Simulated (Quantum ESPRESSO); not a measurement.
# Collinear magnetic orders of CrBr2 with Quantum ESPRESSO, part 2 of 3

Wanted: the moments of CrBr2 and the energy of each order that was tried.

Quantum ESPRESSO 7.5; PBEsol with U = 3.5 eV on Cr d (ortho-atomic projectors); plane waves with GBRV 1.5 PBEsol potentials, no spin-orbit coupling.

So far, absolute magnetization (μB): step 2 (run 1 (ferro +)) 4.29.

### Step 3. Run 2 (antiferro q=(0,1/2,0) +−)

This order needs a doubled cell of 6 atoms. The wavevector q is in fractions of the reciprocal vectors of the crystal's primitive cell, as the cells of these inputs are built from it; moments change sign between cells as cos(2π q·R).

Input file pw.in:

```
&CONTROL
  calculation = 'scf'
  prefix = 'pwscf'
  outdir = './tmp'
  pseudo_dir = './pseudo'
  disk_io = 'nowf'
/
&SYSTEM
  ibrav = 0
  nat = 6
  ntyp = 3
  ecutwfc = 40
  ecutrho = 280
  nbnd = 38
  occupations = 'smearing'
  smearing = 'fd'
  degauss = 0.00367493
  nspin = 2
  starting_magnetization(1) = 0.2143
  starting_magnetization(2) = -0.2143
  starting_magnetization(3) = 0
/
&ELECTRONS
  conv_thr = 1.2d-08
  electron_maxstep = 150
  mixing_beta = 0.3
/
ATOMIC_SPECIES
Cr1    51.9961 cr_pbesol_v1.5.uspp.F.UPF
Cr2    51.9961 cr_pbesol_v1.5.uspp.F.UPF
Br     79.9040 br_pbesol_v1.4.uspp.F.UPF
CELL_PARAMETERS angstrom
   3.7446690000   -1.8310550000    0.0000000000
   7.4893380000    3.6621100000    0.0000000000
  -0.7268470000    0.0000000000    6.4659460000
ATOMIC_POSITIONS crystal
Cr1     0.0000000000    0.0000000000    0.0000000000
Cr2     0.0000000000    0.5000000000    0.0000000000
Br      0.6457740000    0.3228870000    0.2332280000
Br      0.6457740000    0.8228870000    0.2332280000
Br      0.3542260000    0.1771130000    0.7667720000
Br      0.3542260000    0.6771130000    0.7667720000
K_POINTS automatic
6 3 6 0 0 0
HUBBARD {ortho-atomic}
U Cr1-3d 3.5000
U Cr2-3d 3.5000
```

Started as:

```bash
OMP_NUM_THREADS=1 mpirun -n 4 pw.x -nk 4 -in pw.in > pw.out
```

What it wrote:

```text
[banner, memory and clock lines left out]
Program PWSCF v.7.5 starts

     Message from routine setup:
     using ibrav=0 with symmetry is DISCOURAGED, use correct ibrav instead

     bravais-lattice index     =            0
     lattice parameter (alat)  =       7.8771  a.u.
     unit-cell volume          =    1196.7502 (a.u.)^3
     number of atoms/cell      =            6
     number of atomic types    =            3
     number of electrons       =        56.00
     number of Kohn-Sham states=           38
     kinetic-energy cutoff     =      40.0000  Ry
     charge density cutoff     =     280.0000  Ry
     scf convergence threshold =      1.2E-08
     mixing beta               =       0.3000
     number of iterations used =            8  plain     mixing
     Exchange-correlation= SLA  PW   PSX  PSC
                           (   1   4  10   8   0   0   0)
     Hubbard projectors: ortho-atomic
     Hubbard parameters of DFT+U (Dudarev formulation) in eV:
     U(Cr1-3d) =  3.5000
     U(Cr2-3d) =  3.5000

     Internal variables: lda_plus_u =T, lda_plus_u_kind = 0

     Internal variables: orbital_resolved =F, hub_pot_fix =F, apply_U = F

     celldm(1)=   7.877078  celldm(2)=   0.000000  celldm(3)=   0.000000
     celldm(4)=   0.000000  celldm(5)=   0.000000  celldm(6)=   0.000000

     crystal axes: (cart. coord. in units of alat)
               a(1) = (   0.898353  -0.439274   0.000000 )
               a(2) = (   1.796707   0.878547   0.000000 )
               a(3) = (  -0.174372   0.000000   1.551193 )

     reciprocal axes: (cart. coord. in units 2 pi/alat)
               b(1) = (  0.556574 -1.138243  0.062565 )
               b(2) = (  0.278287  0.569121  0.031283 )
               b(3) = ( -0.000000  0.000000  0.644665 )

     PseudoPot. # 1 for Cr read from file:
     cr_pbesol_v1.5.uspp.F.UPF
     Pseudo is Ultrasoft + core correction, Zval = 14.0

     PseudoPot. # 2 for Cr read from file:
     cr_pbesol_v1.5.uspp.F.UPF
     Pseudo is Ultrasoft + core correction, Zval = 14.0

     PseudoPot. # 3 for Br read from file:
     br_pbesol_v1.4.uspp.F.UPF
     Pseudo is Ultrasoft + core correction, Zval =  7.0

     atomic species   valence    mass     pseudopotential
     Cr1              14.00    51.99610     Cr( 1.00)
     Cr2              14.00    51.99610     Cr( 1.00)
     Br                7.00    79.90400     Br( 1.00)

     Starting magnetic structure
     atomic species   magnetization
     Cr1             0.214
     Cr2            -0.214
     Br              0.000

      2 Sym. Ops., with inversion, found

   Cartesian axes

     site n.     atom                  positions (alat units)
         1        Cr1    tau(   1) = (   0.0000000   0.0000000   0.0000000  )
         2        Cr2    tau(   2) = (   0.8983533   0.4392736   0.0000000  )
         3        Br     tau(   3) = (   1.1195980  -0.0000000   0.3617816  )
         4        Br     tau(   4) = (   2.0179513   0.4392736   0.3617816  )
         5        Br     tau(   5) = (   0.5027366   0.0000000   1.1894113  )
         6        Br     tau(   6) = (   1.4010900   0.4392736   1.1894113  )

     number of k points=    56  Fermi-Dirac smearing, width (Ry)=  0.0037
                       cart. coord. in units 2pi/alat
        k(    1) = (   0.0000000   0.0000000   0.0000000), wk =   0.0092593
        k(    2) = (   0.0000000   0.0000000   0.1074442), wk =   0.0185185
        k(    3) = (   0.0000000   0.0000000   0.2148884), wk =   0.0185185
        k(    4) = (   0.0000000   0.0000000  -0.3223326), wk =   0.0092593
        k(    5) = (   0.0927623   0.1897071   0.0104276), wk =   0.0185185
        [... 51 further k-points ...]

     Dense  grid:    94655 G-vectors     FFT dimensions: (  45,  90,  72)

     Smooth grid:    40901 G-vectors     FFT dimensions: (  32,  64,  50)

     Check: negative core charge=   -0.000003
     Generating pointlists ...
     new r_m :   0.2519 (alat units)  1.9839 (a.u.) for type    1
     new r_m :   0.2519 (alat units)  1.9839 (a.u.) for type    2
     new r_m :   0.2519 (alat units)  1.9839 (a.u.) for type    3

     Initial potential from superposition of free atoms

     starting charge      53.9999, renormalised to      56.0000

     negative rho (up, down):  1.237E-03 1.237E-03

     STARTING HUBBARD OCCUPATIONS:

     =================== HUBBARD OCCUPATIONS ===================
     ------------------------ ATOM    1 ------------------------
     Tr[ns(  1)] (up, down, total) =   3.40000  0.00000  3.40000
     Atomic magnetic moment for atom   1 =   3.40000
     [... lines left out ...]
     ------------------------ ATOM    2 ------------------------
     Tr[ns(  2)] (up, down, total) =   0.00000  3.40000  3.40000
     Atomic magnetic moment for atom   2 =  -3.40000
     [... lines left out ...]
     Number of occupied Hubbard levels =    6.8000

     Atomic wfc used for Hubbard projectors are orthogonalized

     Starting wfcs are   36 randomized atomic wfcs +    2 random wfcs

     Self-consistent Calculation

     iteration #  1     ecut=    40.00 Ry     beta= 0.30
     Davidson diagonalization with overlap
     ethr =  1.00E-02,  avg # of iterations =  6.0

     =================== HUBBARD OCCUPATIONS ===================
     ------------------------ ATOM    1 ------------------------
     Tr[ns(  1)] (up, down, total) =   4.24843  0.23545  4.48388
     Atomic magnetic moment for atom   1 =   4.01298
     [... lines left out ...]
     ------------------------ ATOM    2 ------------------------
     Tr[ns(  2)] (up, down, total) =   0.23525  4.24799  4.48324
     Atomic magnetic moment for atom   2 =  -4.01275
     [... lines left out ...]
     Number of occupied Hubbard levels =    8.9671

     Threshold (ethr) on eigenvalues was too large:
     Diagonalizing with lowered threshold

     Davidson diagonalization with overlap
     ethr =  4.29E-04,  avg # of iterations =  5.0

     negative rho (up, down):  1.181E-03 1.182E-03

     total energy              =    -512.85637183 Ry
     estimated scf accuracy    <       0.31817298 Ry

     total magnetization       =    -0.00 Bohr mag/cell
     absolute magnetization    =     8.39 Bohr mag/cell

     iteration #  2     ecut=    40.00 Ry     beta= 0.30
     Davidson diagonalization with overlap
     ethr =  5.68E-04,  avg # of iterations =  2.0

     negative rho (up, down):  2.060E-03 2.061E-03

     total energy              =    -512.89220205 Ry
     estimated scf accuracy    <       0.09005900 Ry

     total magnetization       =    -0.00 Bohr mag/cell
     absolute magnetization    =     8.28 Bohr mag/cell

     [... further iterations left out ...]

     iteration # 14     ecut=    40.00 Ry     beta= 0.30
     Davidson diagonalization with overlap
     ethr =  7.19E-11,  avg # of iterations =  4.9

     negative rho (up, down):  5.150E-03 5.150E-03

     total energy              =    -512.92988278 Ry
     estimated scf accuracy    <       0.00000004 Ry

     total magnetization       =     0.00 Bohr mag/cell
     absolute magnetization    =     8.49 Bohr mag/cell

     iteration # 15     ecut=    40.00 Ry     beta= 0.30
     Davidson diagonalization with overlap
     ethr =  6.35E-11,  avg # of iterations =  2.0

     negative rho (up, down):  5.151E-03 5.151E-03

     Magnetic moment per site  (integrated on atomic sphere of radius R)
     atom   1 (R=0.252)  charge= 12.0770  magn=  3.5881
     atom   2 (R=0.252)  charge= 12.0770  magn= -3.5881
     atom   3 (R=0.252)  charge=  4.8510  magn= -0.0096
     atom   4 (R=0.252)  charge=  4.8510  magn=  0.0096
     atom   5 (R=0.252)  charge=  4.8510  magn=  0.0096
     atom   6 (R=0.252)  charge=  4.8510  magn= -0.0096

     End of self-consistent calculation

     =================== HUBBARD OCCUPATIONS ===================
     ------------------------ ATOM    1 ------------------------
     Tr[ns(  1)] (up, down, total) =   4.21881  0.22459  4.44340
     Atomic magnetic moment for atom   1 =   3.99422
     [... lines left out ...]
     ------------------------ ATOM    2 ------------------------
     Tr[ns(  2)] (up, down, total) =   0.22459  4.21881  4.44340
     Atomic magnetic moment for atom   2 =  -3.99422
     [... lines left out ...]
     Number of occupied Hubbard levels =    8.8868

     Number of k-points >= 100: set verbosity='high' to print the bands.

     the Fermi energy is     4.3197 ev

!    total energy              =    -512.92988283 Ry
     estimated scf accuracy    <          8.0E-09 Ry
     smearing contrib. (-TS)   =      -0.00000000 Ry
     internal energy E=F+TS    =    -512.92988283 Ry

     The total energy is F=E-TS. E is the sum of the following terms:
     one-electron contribution =    -348.20118542 Ry
     hartree contribution      =     188.44091794 Ry
     xc contribution           =    -123.48603811 Ry
     ewald contribution        =    -229.80619960 Ry
     Hubbard energy            =       0.12262237 Ry

     total magnetization       =     0.00 Bohr mag/cell
     absolute magnetization    =     8.49 Bohr mag/cell

     convergence has been achieved in  15 iterations
```

The job ended after 2.8 min (4 MPI ranks of Arm Neoverse V2, shared host; peak memory 1.2 GiB).

Spin moment in the atom's sphere by atom:

```
atom  spin moment in the atom's sphere (μB)
 Cr1                                   3.59
 Cr2                                  -3.59
 Br3                                  -0.01
 Br4                                   0.01
 Br5                                   0.01
 Br6                                  -0.01
```

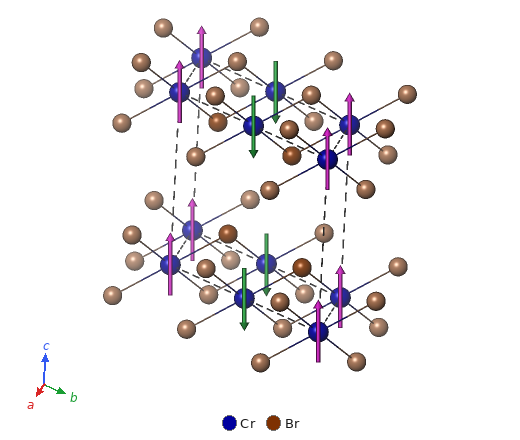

Spin moment in the atom's sphere as arrows, the longest 3.59 μB. Up and down stand for the sign. Arrows give size and sign along the axis of quantisation, drawn up and down the page. The two directions have two colours. Some periodic images of atoms are drawn too.

Numbers from this step:

```
smearing term TS       : 1.45e-10 eV
magnetization          : 0 μB
absolute magnetization : 8.491 μB
final state            : antiferromagnetic
```

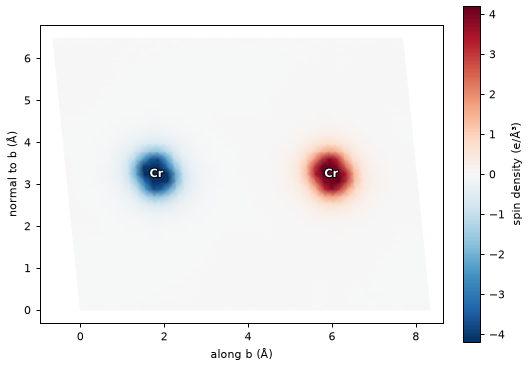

Spin density in the bc plane at fractional x = 0.000, with atoms of Cr within 0.2 Å of it. The map starts off the cell's origin, so that atoms lie inside it.

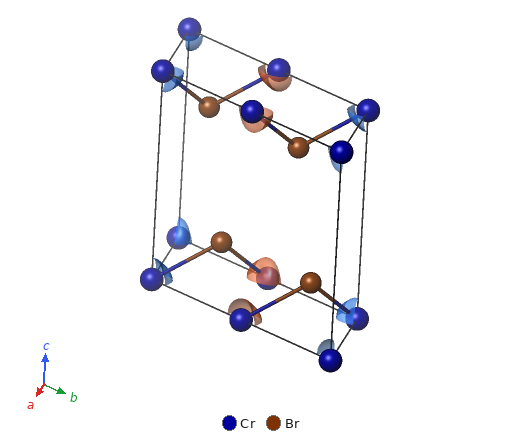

Surfaces of spin density = ±0.98 e/Å³, which hold about 50 % of the integral of its size. The two colours are the two signs. Bonds to atoms that aren't drawn are left out.

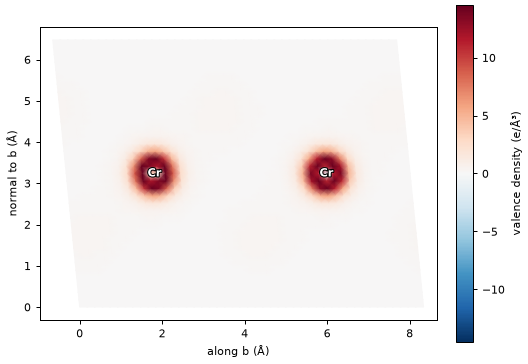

Valence density in the bc plane at fractional x = 0.000, with atoms of Cr within 0.2 Å of it. It is the smooth field of the valence electrons, not physical close to the nuclei. The map starts off the cell's origin, so that atoms lie inside it.

### Step 4. Run 3, typed as antiferro q=(1/2,1/2,0) +−

The cell is doubled to 6 atoms to hold this order.

Input file pw.in:

```
&CONTROL
  calculation = 'scf'
  prefix = 'pwscf'
  outdir = './tmp'
  pseudo_dir = './pseudo'
  disk_io = 'nowf'
/
&SYSTEM
  ibrav = 0
  nat = 6
  ntyp = 3
  ecutwfc = 40
  ecutrho = 280
  nbnd = 38
  occupations = 'smearing'
  smearing = 'fd'
  degauss = 0.00367493
  nspin = 2
  starting_magnetization(1) = 0.2143
  starting_magnetization(2) = -0.2143
  starting_magnetization(3) = 0
/
&ELECTRONS
  conv_thr = 1.2d-08
  electron_maxstep = 150
  mixing_beta = 0.3
/
ATOMIC_SPECIES
Cr1    51.9961 cr_pbesol_v1.5.uspp.F.UPF
Cr2    51.9961 cr_pbesol_v1.5.uspp.F.UPF
Br     79.9040 br_pbesol_v1.4.uspp.F.UPF
CELL_PARAMETERS angstrom
   7.4893380000   -3.6621100000    0.0000000000
   7.4893380000    0.0000000000    0.0000000000
  -0.7268470000    0.0000000000    6.4659460000
ATOMIC_POSITIONS crystal
Cr1     0.0000000000    0.0000000000    0.0000000000
Cr2     0.5000000000    0.0000000000    0.0000000000
Br      0.0000000000    0.6457740000    0.2332280000
Br      0.5000000000    0.6457740000    0.2332280000
Br      0.0000000000    0.3542260000    0.7667720000
Br      0.5000000000    0.3542260000    0.7667720000
K_POINTS automatic
3 6 6 0 0 0
HUBBARD {ortho-atomic}
U Cr1-3d 3.5000
U Cr2-3d 3.5000
```

What it wrote:

```text
     [... lines left out ...]
Program PWSCF v.7.5 starts
     [... lines left out ...]
     number of atoms/cell      =            6
     [... lines left out ...]
     number of electrons       =        56.00
     number of Kohn-Sham states=           38
     kinetic-energy cutoff     =      40.0000  Ry
     charge density cutoff     =     280.0000  Ry
     scf convergence threshold =      1.2E-08
     [... lines left out ...]
      4 Sym. Ops., with inversion, found
     [... lines left out ...]
     number of k points=    40  Fermi-Dirac smearing, width (Ry)=  0.0037
     [... lines left out ...]
     iteration # 14     ecut=    40.00 Ry     beta= 0.30
     [... lines left out ...]
     Magnetic moment per site  (integrated on atomic sphere of radius R)
     atom   1 (R=0.126)  charge= 12.0775  magn=  3.5962
     atom   2 (R=0.126)  charge= 12.0775  magn= -3.5962
     atom   3 (R=0.126)  charge=  4.8506  magn=  0.0630
     atom   4 (R=0.126)  charge=  4.8506  magn= -0.0630
     atom   5 (R=0.126)  charge=  4.8506  magn=  0.0630
     atom   6 (R=0.126)  charge=  4.8506  magn= -0.0630
     [... lines left out ...]
     Tr[ns(  1)] (up, down, total) =   4.21903  0.22265  4.44168
     [... lines left out ...]
     Tr[ns(  2)] (up, down, total) =   0.22265  4.21903  4.44168
     [... lines left out ...]
     the Fermi energy is     4.2924 ev
!    total energy              =    -512.93029865 Ry
     estimated scf accuracy    <          5.1E-09 Ry
     smearing contrib. (-TS)   =      -0.00000000 Ry
     [... lines left out ...]
     total magnetization       =     0.00 Bohr mag/cell
     absolute magnetization    =     8.55 Bohr mag/cell
     convergence has been achieved in  14 iterations
```

Run time: 2.9 min. Hardware: 4 MPI ranks; peak memory 1.2 GiB; 12 min of CPU time.

Spin moment in the atom's sphere by atom:

```
atom  spin moment in the atom's sphere (μB)
 Cr1                                   3.60
 Cr2                                  -3.60
 Br3                                   0.06
 Br4                                  -0.06
 Br5                                   0.06
 Br6                                  -0.06
```

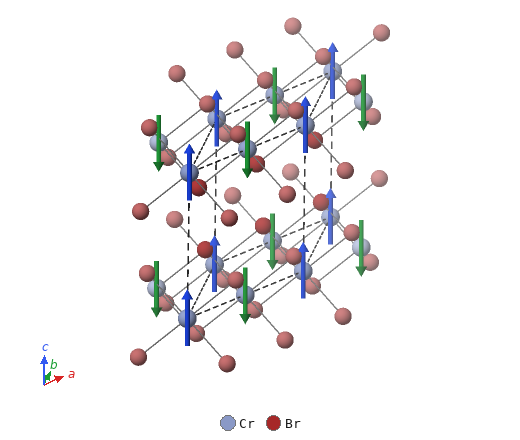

Spin moment in the atom's sphere as arrows, the longest 3.60 μB. Up and down stand for the sign. Arrows give size and sign along the axis of quantisation, drawn up and down the page. The two directions have two colours. Some periodic images of atoms are drawn too.

Numbers from this step:

```
smearing term TS       : 5.56e-11 eV
magnetization          : 0 μB
absolute magnetization : 8.553 μB
final state            : antiferromagnetic
```

### Step 5. Ranking

An order is kept where moments of 0.15 μB or more survive with the typed signs; meshes match where a doubled cell samples the same k points as the first cell.

Orders:

```
                     start        final state  typed order kept  energy over the lowest (meV a seeded atom)  largest site moment (μB)  net moment (μB a cell of the first run)  mesh matched  CPU time (s)
                   ferro +      ferromagnetic               yes                                       4.616                     3.601                                        4           yes         192.8
  antiferro q=(0,1/2,0) +-  antiferromagnetic               yes                                       2.829                     3.588                                        0           yes         666.4
antiferro q=(1/2,1/2,0) +-  antiferromagnetic               yes                                           0                     3.596                                        0           yes         700.2
```

### Step 6. A Heisenberg model

E = −Σ J e·e over ordered pairs of unit vectors, so each pair counts twice. As many shells are taken as there are differences of energy, so the couplings are solved for and no residual tests the model; further shells are folded in, and shells whose pairs keep their relative signs in all orders cancel and are not probed. Couplings from the energies:

```
 pair  distance (Å)  neighbours an atom  J (meV)
Cr-Cr         3.662                   2   0.1302
Cr-Cr         4.168                   4  -0.5769
```

### Step 7. The lowest state again, with its states saved

Edit pw.in of step 4 so:

```diff
@@ -5,3 +5,3 @@
   pseudo_dir = './pseudo'
-  disk_io = 'nowf'
+  disk_io = 'low'
 /
@@ -9,2 +9,3 @@
   ibrav = 0
+  celldm(1) = 8
   nat = 6
@@ -13,3 +14,3 @@
   ecutrho = 280
-  nbnd = 38
+  nbnd = 42
   occupations = 'smearing'
@@ -31,6 +32,6 @@
 Br     79.9040 br_pbesol_v1.4.uspp.F.UPF
-CELL_PARAMETERS angstrom
-   7.4893380000   -3.6621100000    0.0000000000
-   7.4893380000    0.0000000000    0.0000000000
-  -0.7268470000    0.0000000000    6.4659460000
+CELL_PARAMETERS alat
+   1.7690997093441   -0.8650481172817    0.0000000000000
+   1.7690997093441    0.0000000000000    0.0000000000000
+  -0.1716927205632    0.0000000000000    1.5273583845774
 ATOMIC_POSITIONS crystal
```

What it wrote:

```text
     [... lines left out ...]
Program PWSCF v.7.5 starts
     [... lines left out ...]
     number of atoms/cell      =            6
     [... lines left out ...]
     number of electrons       =        56.00
     number of Kohn-Sham states=           42
     kinetic-energy cutoff     =      40.0000  Ry
     charge density cutoff     =     280.0000  Ry
     scf convergence threshold =      1.2E-08
     [... lines left out ...]
      4 Sym. Ops., with inversion, found
     [... lines left out ...]
     number of k points=    40  Fermi-Dirac smearing, width (Ry)=  0.0037
     [... lines left out ...]
     iteration # 14     ecut=    40.00 Ry     beta= 0.30
     [... lines left out ...]
     Magnetic moment per site  (integrated on atomic sphere of radius R)
     atom   1 (R=0.248)  charge= 12.0775  magn=  3.5962
     atom   2 (R=0.248)  charge= 12.0775  magn= -3.5962
     atom   3 (R=0.248)  charge=  4.8507  magn=  0.0630
     atom   4 (R=0.248)  charge=  4.8507  magn= -0.0630
     atom   5 (R=0.248)  charge=  4.8507  magn=  0.0630
     atom   6 (R=0.248)  charge=  4.8507  magn= -0.0630
     [... lines left out ...]
     Tr[ns(  1)] (up, down, total) =   4.21903  0.22265  4.44168
     [... lines left out ...]
     Tr[ns(  2)] (up, down, total) =   0.22265  4.21903  4.44168
     [... lines left out ...]
     the Fermi energy is     4.2898 ev
!    total energy              =    -512.93029865 Ry
     estimated scf accuracy    <          4.1E-09 Ry
     smearing contrib. (-TS)   =      -0.00000000 Ry
     [... lines left out ...]
     total magnetization       =     0.00 Bohr mag/cell
     absolute magnetization    =     8.55 Bohr mag/cell
     convergence has been achieved in  14 iterations
```

Elapsed: 3.1 min, on 4 MPI ranks; peak memory 1.2 GiB.

Read from the output:

| Quantity | Value |
| --- | --- |
| smearing term TS | 5.65e-11 eV |
| magnetization | 0 μB |
| absolute magnetization | 8.553 μB |
| final state | antiferromagnetic |
| largest moment | 3.596 μB |

(Continued in part 3 of 3.)

[Logs and program files are shortened in this print: banners, set-up blocks, solver, clock and traceback lines can be left out without a mark of their own.]

[Logs are printed without paths, hosts, clocks, repeated set-up lines and the standing remarks that a program may print on its own settings, such as how far it seeks lower states.]

[Hosts, paths, dates, database ids (printed as entryN), source tags and the programs' standing remarks are cut or masked in the printed files.]

[Where a cell is said to come from a database of computed structures, the database is the Materials Project.]
